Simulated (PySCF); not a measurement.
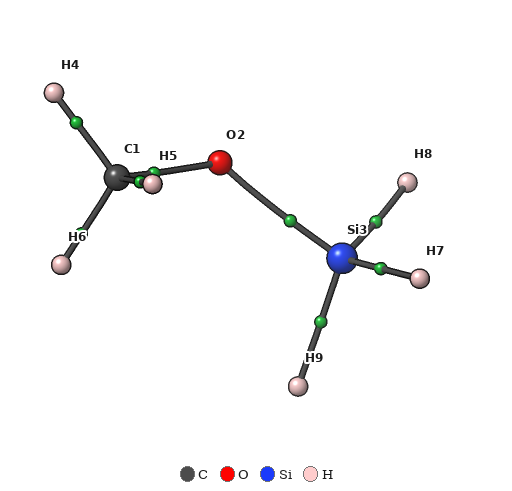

CH₆OSi, SMILES `CO[SiH3]`. Molecular graph of the electron density (QTAIM): bond paths, bond critical points (green), ring points (magenta, if any); weak paths are dashed.

Method: PBE/def2-TZVP; geometry: GFN2-xTB; program: PySCF. No frequency check shows the geometry to be a minimum.

How many critical points of each kind are there, and does the count close?

9 nuclei, 8 bond, 0 ring and 0 cage critical points: 9 − 8 + 0 − 0 = 1, as the Poincaré–Hopf relation requires.

What does the calculation give at each kind of bond critical point?

```
  bond  length (Å)  ρ (a.u.)  ∇²ρ (a.u.)     ε  H (a.u.)
 C1–H4       1.091     0.283       −0.99  0.05    −0.284
 C1–H6       1.090     0.283       −0.98  0.05    −0.283
 C1–H5       1.096     0.279       −0.95  0.05    −0.276
 C1–O2       1.393     0.265       −0.52  0.00    −0.374
O2–Si3       1.621     0.144       +0.91  0.07    −0.050
Si3–H8       1.452     0.128       +0.17  0.04    −0.082
Si3–H7       1.464     0.125       +0.16  0.03    −0.079
Si3–H9       1.470     0.124       +0.16  0.04    −0.078
```

What kind of interaction is Si3–H7?

Polar or intermediate (positive Laplacian, negative energy density H): ρ = 0.125, ∇²ρ = +0.16, H = −0.079 a.u.
